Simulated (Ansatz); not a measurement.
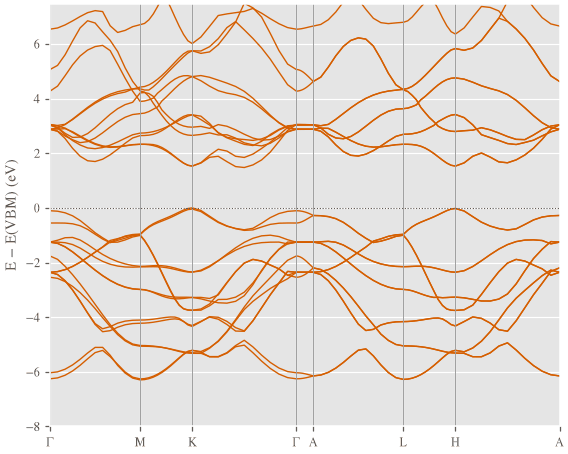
*Band structure from PBE (plane waves, PAW; program Ansatz)*

Problem. Read off the gap and where the band edges lie.

Solution. About 1.5 eV (1.47 eV by a search for the band edges); maximum at K, minimum on the K–Γ line, 48 % of the way from K.

The material is WSe2 in space group P6_3/mmc (No. 194; W on 2c, Se on 4f).

Symmetry was held in the PBE relaxation. The run is not spin-polarised. The volume lies over 15 % above that of the usual cell of this phase: another minimum, or an error of the functional. A crystal of weakly bound layers computed without a dispersion correction: the cell and the soft elastic constants depend strongly on that. Scalar-relativistic: spin–orbit coupling is off unless named, which matters more the heavier the elements.

Potentials: the later of the program's two PAW sets.
